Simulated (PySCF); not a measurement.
Molecule: Al(H)(Vi)(OMe), SMILES C=[CH][AlH][O]C (C3H7AlO). Atoms near the plane z = 1.0 Å, at the PBE0/def2-SVP optimised geometry (x, y, z in Å): Al1 (-0.3, -0.4, 0.0), H2 (-1.1, -1.7, 0.0), C3 (-1.2, 1.3, 0.0), C4 (-2.5, 1.4, 0.0), H5 (-0.7, 2.3, 0.0), H6 (-3.1, 2.3, 0.0), H7 (-3.1, 0.4, 0.0), O8 (1.4, -0.4, 0.0), C9 (2.5, -1.2, 0.0), H11 (3.1, -1.1, 0.9), H12 (2.2, -2.3, 0.0).

Method: PBE0/def2-TZVP run with PySCF. The values are rescaled to run from 0 to 1.

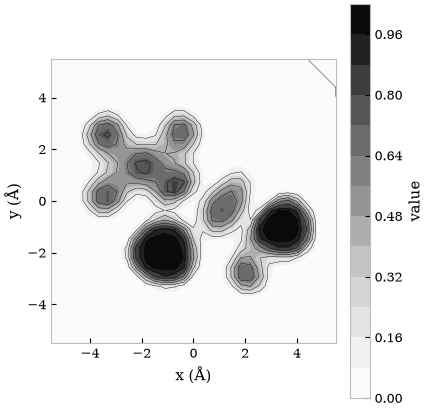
a field on the plane z = 1.0 Å.

**Question.** Which quantity is mapped?
(A) an orbital amplitude
(B) electron localisation function
(C) deformation density (molecule minus spherical neutral atoms)
(D) Laplacian of the electron density

**Answer.** B, electron localisation function
